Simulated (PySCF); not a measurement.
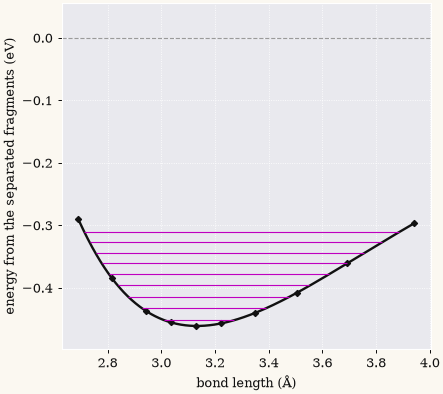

Bond curve of NaSi⁺, triplet (excess alpha electrons: σ +1, πy +1). B97-3/pcseg-2 in PySCF 2.14.0, UKS. One reference determinant with the occupation held, the lowest that a PBE0 search over spins and occupations found; no spin-orbit coupling. Zero is the separated fragments in their ground configurations, without counterpoise. The fragments are Na⁺ + Si. 1 further point of the run is not drawn. Horizontal lines: vibrational levels from ωe and ωexe, starting at v = 0.

### What constants does a Dunham fit to the curve give (main isotopes)?

re = 3.133 Å, ωe = 154 cm⁻¹, ωexe = 1.3 cm⁻¹, De = 0.46 eV, Be = 0.136 cm⁻¹.

### How much does zero-point motion take off the well depth?

0.010 eV (77 cm⁻¹): De = 0.46 eV, D0 = 0.45 eV.

Caveats: lowest determinant of a PBE0 search, another state may lie lower.
